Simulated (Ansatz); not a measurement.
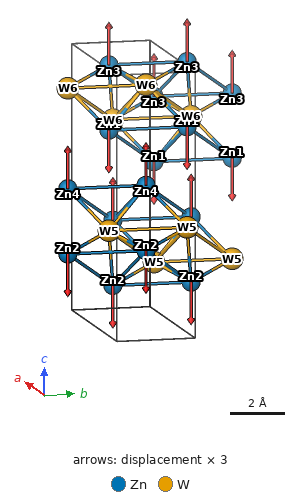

This is a relaxation of crystalline Zn2W (built on the 2H molybdenite_194 type) (coarse preliminary run). The starting structure is drawn; red arrows show the displacements (the part carried along by the change of the cell is left out), magnified 3 times.

A ball-and-stick model of the cell of the calculation, repeated 2 × 2 × 1 with one cell outlined, seen from a free direction.

Case: 2H molybdenite type (P6_3/mmc, No. 194).

The calculation used Ansatz, DFT r2SCAN, scalar-relativistic, plane waves, PAW. Set-up: plane-wave cutoff 500 eV; k-point mesh 6 × 6 × 2; occupations gaussian; smearing width 0.1 eV; no spin polarisation; cell and atoms relaxed; force threshold 0.04 eV/Å; at most 70 steps.

Which element moves most?

Answer. Zinc: up to 0.62 Å, against 0.00 Å for tungsten.

What did the optimiser do to the structure, and how much energy did it gain?

Answer. The largest moves relative to the cell, 0.62 Å, are those of Zn1, Zn2, Zn3 and Zn4. Zn1 goes along −c. W stays in place. The drawn cell changes as follows: a = b 2.910 → 2.793 Å (−4.0 %), c 11.317 → 13.179 Å (+16.5 %); the volume changes by +7.3 %. Among the contacts that change: Zn1–Zn4 3.339 → 2.670 Å, Zn1–W6 2.178 → 2.753 Å, W5–W5 2.910 → 2.793 Å, Zn1–Zn1 2.910 → 2.793 Å. New bonds form: Zn1–Zn4 (3.34 → 2.67 Å), Zn2–Zn3 (3.34 → 2.67 Å). The space group stays P6_3/mmc (No. 194). Over 7 accepted moves (8 points after the start) the energy falls by 15.220 eV per cell of the calculation. Largest force component: 12 eV/Å at the start, 0.00035 eV/Å at the end. The pressure goes from 97.68 to 0.02 GPa. At 1 point the geometry stayed and the basis and grid were re-selected for the new cell (energy shift of 6.2 meV per cell of the calculation at most each time).
